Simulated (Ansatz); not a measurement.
**Computed against measured: atomisation enthalpy at 298 K**

10 molecules holding an element past argon; the atomisation enthalpy at 298 K in kJ/mol, computed less measured. Shapes, held fixed at every level: PBE0-D4/def2-TZVP. Thermal terms are harmonic and unscaled (PBE0-D4/def2-TZVP); the spin-orbit lowering of the free atoms is taken from their spectra. Programs: Ansatz 0.2.0. Measured values: Active Thermochemical Tables, CRC Handbook of Chemistry and Physics, NIST-JANAF tables.

Levels: A = r2SCAN0-D4/def2-TZVPP; B = MP2/def2-SVP; C = MP2/def2-TZVPP.

```
                            molecule  from tabulated heats     A     B     C
              HBr (hydrogen bromide)                   366    -8   -30    -8
            IBr (iodine monobromide)                   178   -25   -57   -14
             BBr2F (SMILES FB(Br)Br)                  1388   -14    +8   +44
               BI3 (boron triiodide)                   819   +36   +23  +100
       SiHBr3 (SMILES Br[SiH](Br)Br)                  1205  +103   +13  +116
CBrCl2F (bromodichlorofluoromethane)                  1391   -47   -64   +30
        CBrClF2 (SMILES FC(F)(Cl)Br)                  1551   -52   -41   +38
                      GeH4 (germane)                  1153   +13   -76   -25
                C2H3I (vinyl iodide)                  2064   -38   -94   -18
                C2H5Br (bromoethane)                  2699   -21  -117   -36
```

Q: Which level does best on this set, which worst, and which err to one side?

A: 
```
                level                 kind  mean error  mean absolute error  worst case
r2SCAN0-D4/def2-TZVPP        global hybrid        -5.3                 35.7      SiHBr3
         MP2/def2-SVP  perturbation theory       -43.5                 52.3      C2H5Br
       MP2/def2-TZVPP  perturbation theory       +22.7                 42.9      SiHBr3
```

On this set r2SCAN0-D4/def2-TZVPP has the smallest mean absolute error and MP2/def2-SVP the largest. r2SCAN0-D4/def2-TZVPP is too low in 7 of 10; MP2/def2-SVP is too low in 7 of 10. The molecules' own spin-orbit binding is left out, so errors for heavy halides read too negative. The tabulated values of BBr2F, BI3, SiHBr3 are in doubt (older tables, estimates, or at odds with other calculations) and kept here. Over the 7 molecules whose values aren't doubted the mean absolute errors are A 29.1; B 68.4; C 24.1. Correlated wave functions converge slowly with the basis. For atoms past krypton def2 sets carry core potentials with scalar relativity. Relativity is left out for Br, Ge. Outer-core shells of Br, Ge, I are correlated in most correlated rows, in sets that cover them unevenly. The set is small.

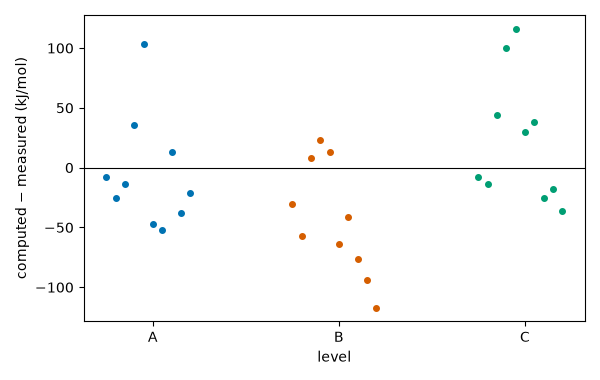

Errors of each level, one point a molecule.
